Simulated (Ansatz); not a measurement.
Formation energies in the Al–Ru system, lowest calculated structure of each composition. Computed with PBEsol (plane waves to 420 eV, PAW, scalar-relativistic; Ansatz, an electronic-structure program). Element references, the lowest calculated here: Al (Fm-3m), Ru (P6₃/mmc).

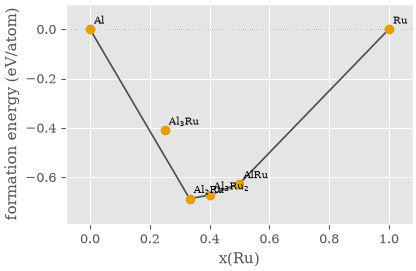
Figure. Formation energy against composition with the lower convex hull

Task: Which compounds are stable against decomposition?

Result: For Al3Ru a lower structure may exist, so the energies are upper bounds and are not judged. On the hull: Al2Ru, AlRu. Within about 0.01 eV/atom of decomposing, too close to call: Al3Ru2.

| phase | x(Ru) | space group | E_f (eV/atom) | above hull (eV/atom) |
|---|---|---|---|---|
| Al | 0.000 | Fm-3m | 0.00 | 0.00 |
| Al3Ru | 0.250 | Pm-3n | -0.41 | 0.11 |
| Al2Ru | 0.333 | Fddd | -0.69 | 0.00 |
| Al3Ru2 | 0.400 | I4/mmm | -0.67 | 0.00 |
| AlRu | 0.500 | Pm-3m | -0.63 | 0.00 |
| Ru | 1.000 | P6₃/mmc | 0.00 | 0.00 |

Hull of the energies calculated here, no anion corrections, zero temperature, no zero-point energy; an uncalculated phase could lie lower. Values are rounded to 0.01 eV/atom. Not shown to be the ambient phase of their composition (a lower form may be missing, and a cell relaxed within its start's symmetry can be a saddle point): Al3Ru (Pm-3n). The compounds carry no spin polarisation.
